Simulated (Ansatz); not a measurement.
ClGaH₄N₂

```yaml
atoms:
  - { symbol: Cl, position_ang: [-1.5033, -1.3382, -1.6713] }
  - { symbol: Ga, position_ang: [-0.2661, -0.2369, -0.2959] }
  - { symbol: N, position_ang: [-0.4613, 1.5546, -0.2688] }
  - { symbol: N, position_ang: [0.8732, -1.1880, 0.7267] }
  - { symbol: H, position_ang: [-1.2220, 2.0042, -0.7620] }
  - { symbol: H, position_ang: [-0.0774, 2.1461, 0.4567] }
  - { symbol: H, position_ang: [1.6231, -0.7700, 1.2620] }
  - { symbol: H, position_ang: [1.0338, -2.1718, 0.5526] }
```

Geometry: PBE0-D4/def2-SVP.

Theory: isolated molecule in a Gaussian basis; Kohn-Sham density functional theory, functional PBE0 in Ansatz 0.2.0.

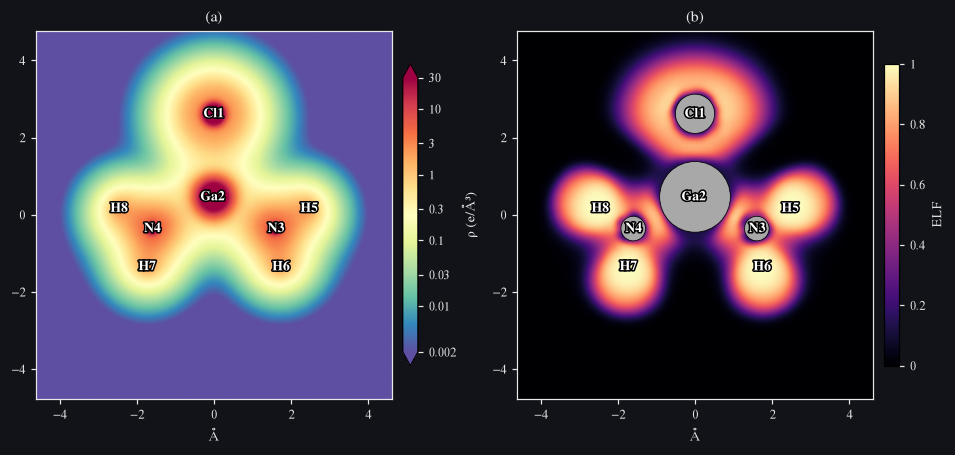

Figure 1. (a) total electron density; (b) electron localisation function on the molecular plane. Grey discs cover the atomic cores in the ELF map.

Question: Interpret the plot.

Answer:
- Atoms in the plane: Cl, Ga, N and H.
- Ga–N (1.80 Å): the density is about 0.95 e/Å³ at the midpoint; the ELF peaks at about 0.85 in the valence shell of N, 0.7 Å from its nucleus, and is about 0.35 at the midpoint.
- Ga–Cl (2.15 Å): ρ at the midpoint is about 0.72 e/Å³; the ELF peaks at about 0.85 in the valence shell of Cl, 0.8 Å from its nucleus, and is about 0.60 at the midpoint.
- N–H (1.01 Å): ρ at the midpoint is about 2.8 e/Å³; the ELF climbs to about 1 towards the hydrogen, as it does in any bond to H (an ordinary covalent bond to hydrogen).
- The ELF also peaks beside Cl1, away from the bonds: lone-pair regions.

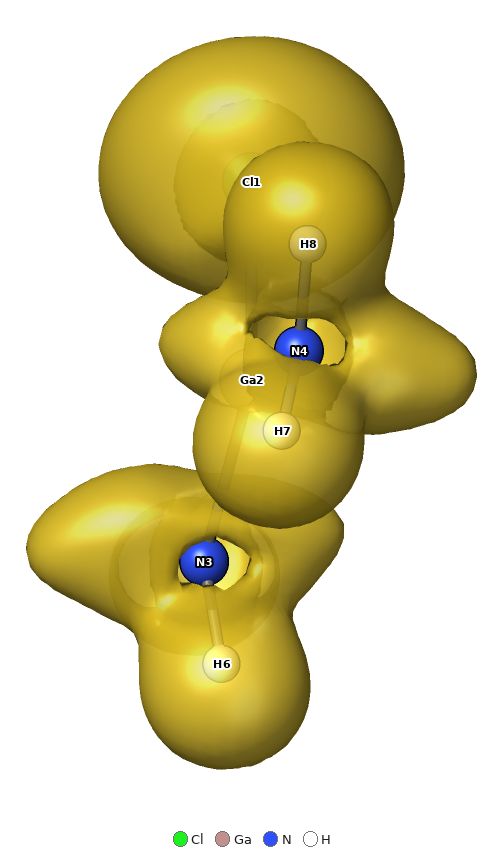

Figure 2. Isosurface of the electron localisation function at 0.75 (yellow), seen at an oblique angle. Core shells and regions of very low density are left out.

Question: Where are the electrons localised?

Answer: The surface consists of one region wrapped around Cl (its valence shell) and two joined regions spread over several atoms (H, N), in which their bonds and any lone pairs are merged.

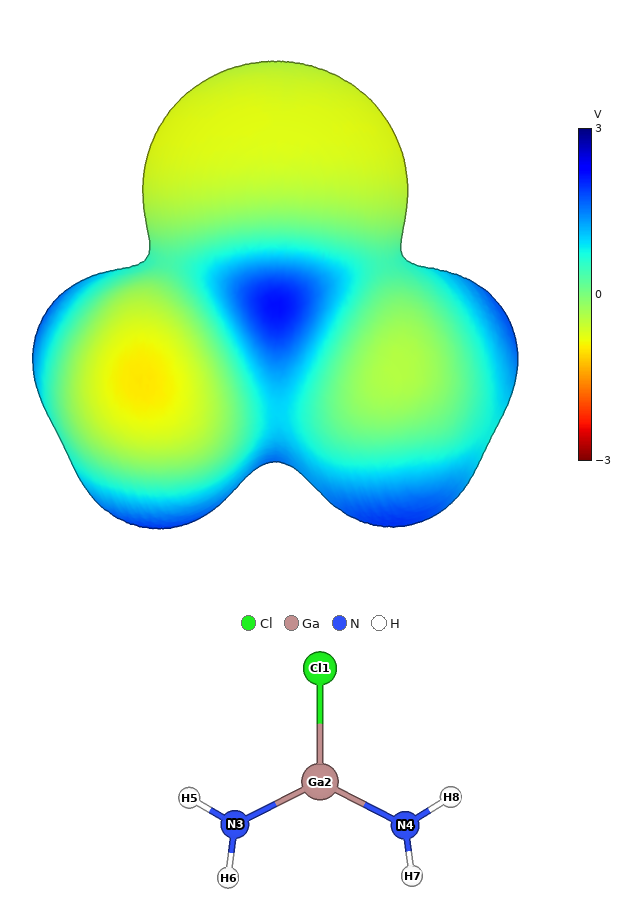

Figure 3. The electrostatic potential painted on the density surface at 0.002 e/bohr³, seen across its widest extent; red is negative and blue positive. The bare structure is drawn below in the same view.

Question: Describe the electrostatic potential map.

Answer: The most negative region (about −1.0 V) lies over N3 and N4, the most positive (about +2.0 V) over Ga2.
